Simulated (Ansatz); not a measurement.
CH6AlSi: molecular dynamics (part 1 of 3)

The run: molecular dynamics of CH6AlSi, multiplicity 2. Method and program: UKS PBE0/6-31G* (Ansatz 0.2.0).

It belongs to a series of runs on one base structure; here: dynamics from the last frame of an earlier run.

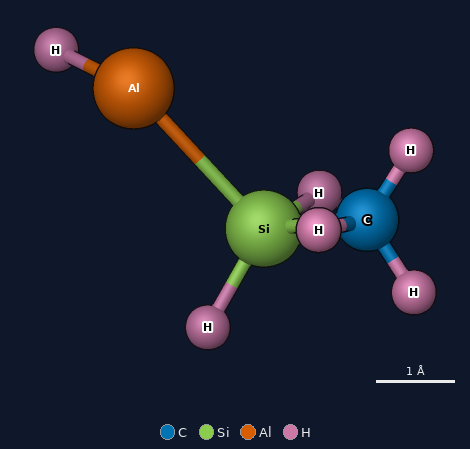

**Figure 1.** The input geometry (ball-and-stick view, seen at a tilt). Sticks mark near contacts. Bond lengths as drawn: Al–H 1.64 Å, Al–Si 2.49 Å, C–H 1.06 to 1.12 Å, C–Si 1.90 Å and H–Si 1.41 to 1.47 Å.

## Key numbers

| quantity | value |
| --- | --- |
| outcome | finished |
| mean temperature over the second half | 595 K |
| trajectory | 150 steps, 37.5 fs |
| ensemble | nve_milne |
| temperature in the input | 700.0 K |
| time step | 0.25 fs |
| potential energy (last step) | −15598.6119 eV |
| mean-field energy (last step) | −15598.6119 eV |
| ⟨S²⟩ (last step) | 0.752 |
| largest force (length of the vector) (last step) | 3.049 eV/Å |
| hardware | 1 thread of Arm Neoverse V1, 24 GiB of memory available, shared host |
| wall time | 10 min |
| peak memory | 0.16 GiB |

## Remarks

So short a trajectory is not equilibrated.

## Input
```yaml
crystal:
  periodic: [false, false, false]
  atoms:
    - { symbol: C, position_ang: [-0.850959, 0.746854, -0.902292] }
    - { symbol: Si, position_ang: [0.211191, -0.585644, -0.059858] }
    - { symbol: Al, position_ang: [1.086162, 0.289945, 2.105728] }
    - { symbol: H, position_ang: [-1.036687, 0.442068, -1.957907] }
    - { symbol: H, position_ang: [-0.095045, 1.567621, -1.01837] }
    - { symbol: H, position_ang: [-1.701894, 1.130921, -0.390128] }
    - { symbol: H, position_ang: [1.353943, -1.074139, -0.842309] }
    - { symbol: H, position_ang: [-0.788846, -1.488417, 0.363812] }
    - { symbol: H, position_ang: [1.627036, -0.699225, 3.293089] }
magnetization:
  spin_polarized: true
  initial_magnetization: 1
basis:
  gaussian: { orbitals: "6-31G*" }
hamiltonian:
  xc: pbe0
md:
  timestep: 0.25
  n_steps: 150
  ensemble: nve_milne
  temperature: 700.0
  initial_velocities: maxwell_boltzmann
  seed: 632214
```

Run as:
```bash
ansatz run input.yaml --threads 1 --pin off --max-ram 2048MiB --backend cpu --events-out ev --progress --plain --runs-dir out
```

## What the program printed
```
Engine: ansatz 0.2.0, aarch64-unknown-linux-gnu
Functional definition: PBE0
  parameter a = 0.25
  parameter kappa = 0.804
  parameter beta = 0.06672455060314922
  exchange = (1 - a)*pbe_x(kappa = kappa, mu = beta*pi^2/3) + a*exact_x
  correlation = pbe_c(beta = beta)
711 factors; integrals over basis functions are off by at most 4.7e-4 eV
mean field evaluation 1: about -15595.2381 eV, gradient 2.6e1 eV
mean field evaluation 2: about -15594.0400 eV, gradient 2.9e1 eV
mean field evaluation 4: about -15598.8119 eV, gradient 4.9e-1 eV
mean field evaluation 8: about -15598.8226 eV, gradient 3.7e-2 eV
mean field evaluation 16: about -15598.8226 eV, gradient 3.4e-5 eV
mean field -15598.82260379 eV, -573.2461574275 hartree, gradient 3.4e-5 eV, S^2 0.752206; 2 other end points of the search recorded, 0 dependent functions left out
the calculation of the forces begins
reference -15598.82263763 eV, -573.2461586711 hartree; 20, 19 occupied and 45, 46 virtual orbitals, 711 factors
md step     0: t =     0.00 fs  T =   700.0 K  F+E_penalty+E_count = -15598.82260379 eV  E_kin = 0.633374 eV  conserved = -15598.18922979 eV  (37 SCF iters)
these checks for a lower state are left out or cut short: starts, cluster_reference, orbital_swaps, neighbouring_geometries, increment
711 factors; integrals over basis functions are off by at most 4.8e-4 eV
mean field -15598.84177971 eV, -573.2468621295 hartree, gradient 2.6e-5 eV, S^2 0.752208; 0 other end points of the search recorded, 0 dependent functions left out
the calculation of the forces begins
reference -15598.84181353 eV, -573.2468633726 hartree; 20, 19 occupied and 45, 46 virtual orbitals, 711 factors
md step     1: t =     0.25 fs  T =   721.2 K  F+E_penalty+E_count = -15598.84177971 eV  E_kin = 0.652511 eV  conserved = -15598.18926856 eV  (27 SCF iters)
[... from here on the SCF iterations and repeated set-up lines of each step are left out, up to the last step ...]
md step     2: t =     0.50 fs  T =   740.5 K  F+E_penalty+E_count = -15598.85930799 eV  E_kin = 0.670058 eV  conserved = -15598.18924991 eV  (28 SCF iters)
md step     3: t =     0.75 fs  T =   757.5 K  F+E_penalty+E_count = -15598.87465520 eV  E_kin = 0.685401 eV  conserved = -15598.18925408 eV  (28 SCF iters)
md step     4: t =     1.00 fs  T =   771.6 K  F+E_penalty+E_count = -15598.88736952 eV  E_kin = 0.698119 eV  conserved = -15598.18925013 eV  (28 SCF iters)
md step     5: t =     1.25 fs  T =   782.4 K  F+E_penalty+E_count = -15598.89716109 eV  E_kin = 0.707912 eV  conserved = -15598.18924870 eV  (27 SCF iters)
md step     6: t =     1.50 fs  T =   789.9 K  F+E_penalty+E_count = -15598.90394948 eV  E_kin = 0.714695 eV  conserved = -15598.18925432 eV  (27 SCF iters)
md step     7: t =     1.75 fs  T =   794.2 K  F+E_penalty+E_count = -15598.90788958 eV  E_kin = 0.718640 eV  conserved = -15598.18924986 eV  (28 SCF iters)
md step     8: t =     2.00 fs  T =   795.9 K  F+E_penalty+E_count = -15598.90936739 eV  E_kin = 0.720119 eV  conserved = -15598.18924875 eV  (28 SCF iters)
md step     9: t =     2.25 fs  T =   795.4 K  F+E_penalty+E_count = -15598.90896269 eV  E_kin = 0.719708 eV  conserved = -15598.18925456 eV  (28 SCF iters)
md step    10: t =     2.50 fs  T =   793.7 K  F+E_penalty+E_count = -15598.90737548 eV  E_kin = 0.718125 eV  conserved = -15598.18925020 eV  (28 SCF iters)
md step    11: t =     2.75 fs  T =   791.4 K  F+E_penalty+E_count = -15598.90532932 eV  E_kin = 0.716080 eV  conserved = -15598.18924962 eV  (28 SCF iters)
md step    12: t =     3.00 fs  T =   789.3 K  F+E_penalty+E_count = -15598.90346295 eV  E_kin = 0.714208 eV  conserved = -15598.18925462 eV  (28 SCF iters)
md step    13: t =     3.25 fs  T =   788.0 K  F+E_penalty+E_count = -15598.90222840 eV  E_kin = 0.712978 eV  conserved = -15598.18925074 eV  (28 SCF iters)
md step    14: t =     3.50 fs  T =   787.5 K  F+E_penalty+E_count = -15598.90181819 eV  E_kin = 0.712568 eV  conserved = -15598.18925012 eV  (28 SCF iters)
md step    15: t =     3.75 fs  T =   787.9 K  F+E_penalty+E_count = -15598.90213282 eV  E_kin = 0.712879 eV  conserved = -15598.18925358 eV  (28 SCF iters)
md step    16: t =     4.00 fs  T =   788.6 K  F+E_penalty+E_count = -15598.90279022 eV  E_kin = 0.713540 eV  conserved = -15598.18925053 eV  (28 SCF iters)
md step    17: t =     4.25 fs  T =   789.0 K  F+E_penalty+E_count = -15598.90318674 eV  E_kin = 0.713937 eV  conserved = -15598.18924996 eV  (28 SCF iters)
md step    18: t =     4.50 fs  T =   788.4 K  F+E_penalty+E_count = -15598.90259145 eV  E_kin = 0.713340 eV  conserved = -15598.18925178 eV  (28 SCF iters)
md step    19: t =     4.75 fs  T =   785.8 K  F+E_penalty+E_count = -15598.90025328 eV  E_kin = 0.711003 eV  conserved = -15598.18924985 eV  (28 SCF iters)
md step    20: t =     5.00 fs  T =   780.6 K  F+E_penalty+E_count = -15598.89552353 eV  E_kin = 0.706273 eV  conserved = -15598.18925026 eV  (28 SCF iters)
md step    21: t =     5.25 fs  T =   772.2 K  F+E_penalty+E_count = -15598.88796066 eV  E_kin = 0.698710 eV  conserved = -15598.18925058 eV  (28 SCF iters)
md step    22: t =     5.50 fs  T =   760.6 K  F+E_penalty+E_count = -15598.87741375 eV  E_kin = 0.688164 eV  conserved = -15598.18925000 eV  (28 SCF iters)
md step    23: t =     5.75 fs  T =   745.8 K  F+E_penalty+E_count = -15598.86407840 eV  E_kin = 0.674828 eV  conserved = -15598.18925075 eV  (28 SCF iters)
md step    24: t =     6.00 fs  T =   728.6 K  F+E_penalty+E_count = -15598.84851180 eV  E_kin = 0.659262 eV  conserved = -15598.18925006 eV  (28 SCF iters)
md step    25: t =     6.25 fs  T =   709.9 K  F+E_penalty+E_count = -15598.83160445 eV  E_kin = 0.642354 eV  conserved = -15598.18925089 eV  (28 SCF iters)
md step    26: t =     6.50 fs  T =   691.0 K  F+E_penalty+E_count = -15598.81451197 eV  E_kin = 0.625260 eV  conserved = -15598.18925166 eV  (40 SCF iters)
md step    27: t =     6.75 fs  T =   673.4 K  F+E_penalty+E_count = -15598.79854187 eV  E_kin = 0.609292 eV  conserved = -15598.18924990 eV  (28 SCF iters)
md step    28: t =     7.00 fs  T =   658.4 K  F+E_penalty+E_count = -15598.78500646 eV  E_kin = 0.595755 eV  conserved = -15598.18925185 eV  (27 SCF iters)
md step    29: t =     7.25 fs  T =   647.4 K  F+E_penalty+E_count = -15598.77506499 eV  E_kin = 0.585812 eV  conserved = -15598.18925272 eV  (28 SCF iters)
md step    30: t =     7.50 fs  T =   641.4 K  F+E_penalty+E_count = -15598.76956843 eV  E_kin = 0.580318 eV  conserved = -15598.18924995 eV  (28 SCF iters)
md step    31: t =     7.75 fs  T =   640.7 K  F+E_penalty+E_count = -15598.76893911 eV  E_kin = 0.579686 eV  conserved = -15598.18925271 eV  (27 SCF iters)
md step    32: t =     8.00 fs  T =   645.3 K  F+E_penalty+E_count = -15598.77310585 eV  E_kin = 0.583853 eV  conserved = -15598.18925312 eV  (27 SCF iters)
md step    33: t =     8.25 fs  T =   654.6 K  F+E_penalty+E_count = -15598.78150373 eV  E_kin = 0.592254 eV  conserved = -15598.18924947 eV  (27 SCF iters)
md step    34: t =     8.50 fs  T =   667.4 K  F+E_penalty+E_count = -15598.79314053 eV  E_kin = 0.603888 eV  conserved = -15598.18925272 eV  (27 SCF iters)
md step    35: t =     8.75 fs  T =   682.4 K  F+E_penalty+E_count = -15598.80671476 eV  E_kin = 0.617462 eV  conserved = -15598.18925278 eV  (27 SCF iters)
md step    36: t =     9.00 fs  T =   697.9 K  F+E_penalty+E_count = -15598.82075702 eV  E_kin = 0.631508 eV  conserved = -15598.18924865 eV  (27 SCF iters)
md step    37: t =     9.25 fs  T =   712.3 K  F+E_penalty+E_count = -15598.83377559 eV  E_kin = 0.644523 eV  conserved = -15598.18925266 eV  (27 SCF iters)
md step    38: t =     9.50 fs  T =   724.0 K  F+E_penalty+E_count = -15598.84437920 eV  E_kin = 0.655127 eV  conserved = -15598.18925251 eV  (27 SCF iters)
md step    39: t =     9.75 fs  T =   731.8 K  F+E_penalty+E_count = -15598.85136413 eV  E_kin = 0.662116 eV  conserved = -15598.18924825 eV  (27 SCF iters)
md step    40: t =    10.00 fs  T =   734.4 K  F+E_penalty+E_count = -15598.85376613 eV  E_kin = 0.664513 eV  conserved = -15598.18925282 eV  (27 SCF iters)
md step    41: t =    10.25 fs  T =   731.2 K  F+E_penalty+E_count = -15598.85087945 eV  E_kin = 0.661627 eV  conserved = -15598.18925272 eV  (27 SCF iters)
md step    42: t =    10.50 fs  T =   721.7 K  F+E_penalty+E_count = -15598.84225305 eV  E_kin = 0.653005 eV  conserved = -15598.18924840 eV  (27 SCF iters)
md step    43: t =    10.75 fs  T =   705.6 K  F+E_penalty+E_count = -15598.82768168 eV  E_kin = 0.638428 eV  conserved = -15598.18925324 eV  (27 SCF iters)
md step    44: t =    11.00 fs  T =   682.9 K  F+E_penalty+E_count = -15598.80719534 eV  E_kin = 0.617943 eV  conserved = -15598.18925279 eV  (27 SCF iters)
md step    45: t =    11.25 fs  T =   654.1 K  F+E_penalty+E_count = -15598.78105826 eV  E_kin = 0.591810 eV  conserved = -15598.18924857 eV  (27 SCF iters)
md step    46: t =    11.50 fs  T =   619.5 K  F+E_penalty+E_count = -15598.74977700 eV  E_kin = 0.560524 eV  conserved = -15598.18925331 eV  (26 SCF iters)
md step    47: t =    11.75 fs  T =   580.1 K  F+E_penalty+E_count = -15598.71411191 eV  E_kin = 0.524859 eV  conserved = -15598.18925278 eV  (27 SCF iters)
md step    48: t =    12.00 fs  T =   536.9 K  F+E_penalty+E_count = -15598.67508534 eV  E_kin = 0.485836 eV  conserved = -15598.18924886 eV  (27 SCF iters)
md step    49: t =    12.25 fs  T =   491.5 K  F+E_penalty+E_count = -15598.63397402 eV  E_kin = 0.444721 eV  conserved = -15598.18925333 eV  (27 SCF iters)
md step    50: t =    12.50 fs  T =   445.4 K  F+E_penalty+E_count = -15598.59227510 eV  E_kin = 0.403022 eV  conserved = -15598.18925328 eV  (27 SCF iters)
md step    51: t =    12.75 fs  T =   400.5 K  F+E_penalty+E_count = -15598.55164052 eV  E_kin = 0.362391 eV  conserved = -15598.18924988 eV  (27 SCF iters)
md step    52: t =    13.00 fs  T =   358.7 K  F+E_penalty+E_count = -15598.51377941 eV  E_kin = 0.324526 eV  conserved = -15598.18925370 eV  (27 SCF iters)
md step    53: t =    13.25 fs  T =   321.7 K  F+E_penalty+E_count = -15598.48033072 eV  E_kin = 0.291077 eV  conserved = -15598.18925388 eV  (27 SCF iters)
md step    54: t =    13.50 fs  T =   291.2 K  F+E_penalty+E_count = -15598.45272538 eV  E_kin = 0.263474 eV  conserved = -15598.18925117 eV  (26 SCF iters)
md step    55: t =    13.75 fs  T =   268.3 K  F+E_penalty+E_count = -15598.43205522 eV  E_kin = 0.242801 eV  conserved = -15598.18925387 eV  (26 SCF iters)
md step    56: t =    14.00 fs  T =   253.9 K  F+E_penalty+E_count = -15598.41896347 eV  E_kin = 0.229709 eV  conserved = -15598.18925403 eV  (30 SCF iters)
md step    57: t =    14.25 fs  T =   247.9 K  F+E_penalty+E_count = -15598.41358101 eV  E_kin = 0.224329 eV  conserved = -15598.18925205 eV  (26 SCF iters)
md step    58: t =    14.50 fs  T =   250.1 K  F+E_penalty+E_count = -15598.41551499 eV  E_kin = 0.226262 eV  conserved = -15598.18925326 eV  (27 SCF iters)
md step    59: t =    14.75 fs  T =   259.3 K  F+E_penalty+E_count = -15598.42388837 eV  E_kin = 0.234635 eV  conserved = -15598.18925338 eV  (27 SCF iters)
md step    60: t =    15.00 fs  T =   274.3 K  F+E_penalty+E_count = -15598.43743251 eV  E_kin = 0.248180 eV  conserved = -15598.18925237 eV  (27 SCF iters)
md step    61: t =    15.25 fs  T =   293.3 K  F+E_penalty+E_count = -15598.45461538 eV  E_kin = 0.265363 eV  conserved = -15598.18925194 eV  (27 SCF iters)
md step    62: t =    15.50 fs  T =   314.5 K  F+E_penalty+E_count = -15598.47378890 eV  E_kin = 0.284537 eV  conserved = -15598.18925228 eV  (27 SCF iters)
md step    63: t =    15.75 fs  T =   336.1 K  F+E_penalty+E_count = -15598.49334604 eV  E_kin = 0.304094 eV  conserved = -15598.18925249 eV  (27 SCF iters)
md step    64: t =    16.00 fs  T =   356.6 K  F+E_penalty+E_count = -15598.51186983 eV  E_kin = 0.322619 eV  conserved = -15598.18925073 eV  (27 SCF iters)
md step    65: t =    16.25 fs  T =   374.7 K  F+E_penalty+E_count = -15598.52825513 eV  E_kin = 0.339004 eV  conserved = -15598.18925142 eV  (27 SCF iters)
md step    66: t =    16.50 fs  T =   389.6 K  F+E_penalty+E_count = -15598.54180195 eV  E_kin = 0.352549 eV  conserved = -15598.18925319 eV  (27 SCF iters)
md step    67: t =    16.75 fs  T =   401.2 K  F+E_penalty+E_count = -15598.55226356 eV  E_kin = 0.363013 eV  conserved = -15598.18925035 eV  (27 SCF iters)
md step    68: t =    17.00 fs  T =   409.6 K  F+E_penalty+E_count = -15598.55983939 eV  E_kin = 0.370588 eV  conserved = -15598.18925113 eV  (27 SCF iters)
md step    69: t =    17.25 fs  T =   415.4 K  F+E_penalty+E_count = -15598.56511791 eV  E_kin = 0.375864 eV  conserved = -15598.18925419 eV  (27 SCF iters)
md step    70: t =    17.50 fs  T =   419.7 K  F+E_penalty+E_count = -15598.56896760 eV  E_kin = 0.379717 eV  conserved = -15598.18925048 eV  (27 SCF iters)
md step    71: t =    17.75 fs  T =   423.4 K  F+E_penalty+E_count = -15598.57238882 eV  E_kin = 0.383137 eV  conserved = -15598.18925147 eV  (27 SCF iters)
md step    72: t =    18.00 fs  T =   427.8 K  F+E_penalty+E_count = -15598.57635007 eV  E_kin = 0.387095 eV  conserved = -15598.18925534 eV  (27 SCF iters)
md step    73: t =    18.25 fs  T =   433.7 K  F+E_penalty+E_count = -15598.58163661 eV  E_kin = 0.392386 eV  conserved = -15598.18925085 eV  (28 SCF iters)
md step    74: t =    18.50 fs  T =   441.5 K  F+E_penalty+E_count = -15598.58873278 eV  E_kin = 0.399482 eV  conserved = -15598.18925124 eV  (28 SCF iters)
md step    75: t =    18.75 fs  T =   451.5 K  F+E_penalty+E_count = -15598.59776482 eV  E_kin = 0.408509 eV  conserved = -15598.18925552 eV  (28 SCF iters)
md step    76: t =    19.00 fs  T =   463.4 K  F+E_penalty+E_count = -15598.60851053 eV  E_kin = 0.419260 eV  conserved = -15598.18925057 eV  (28 SCF iters)
md step    77: t =    19.25 fs  T =   476.6 K  F+E_penalty+E_count = -15598.62046834 eV  E_kin = 0.431218 eV  conserved = -15598.18925024 eV  (27 SCF iters)
md step    78: t =    19.50 fs  T =   490.4 K  F+E_penalty+E_count = -15598.63296912 eV  E_kin = 0.443715 eV  conserved = -15598.18925451 eV  (27 SCF iters)
md step    79: t =    19.75 fs  T =   504.0 K  F+E_penalty+E_count = -15598.64530168 eV  E_kin = 0.456052 eV  conserved = -15598.18924972 eV  (31 SCF iters)
md step    80: t =    20.00 fs  T =   516.8 K  F+E_penalty+E_count = -15598.65682939 eV  E_kin = 0.467580 eV  conserved = -15598.18924906 eV  (29 SCF iters)
md step    81: t =    20.25 fs  T =   528.1 K  F+E_penalty+E_count = -15598.66707724 eV  E_kin = 0.477824 eV  conserved = -15598.18925342 eV  (28 SCF iters)
md step    82: t =    20.50 fs  T =   537.7 K  F+E_penalty+E_count = -15598.67577491 eV  E_kin = 0.486526 eV  conserved = -15598.18924893 eV  (28 SCF iters)
md step    83: t =    20.75 fs  T =   545.5 K  F+E_penalty+E_count = -15598.68286511 eV  E_kin = 0.493617 eV  conserved = -15598.18924852 eV  (28 SCF iters)
md step    84: t =    21.00 fs  T =   551.7 K  F+E_penalty+E_count = -15598.68847486 eV  E_kin = 0.499222 eV  conserved = -15598.18925278 eV  (27 SCF iters)
md step    85: t =    21.25 fs  T =   556.6 K  F+E_penalty+E_count = -15598.69286906 eV  E_kin = 0.503620 eV  conserved = -15598.18924913 eV  (27 SCF iters)
```
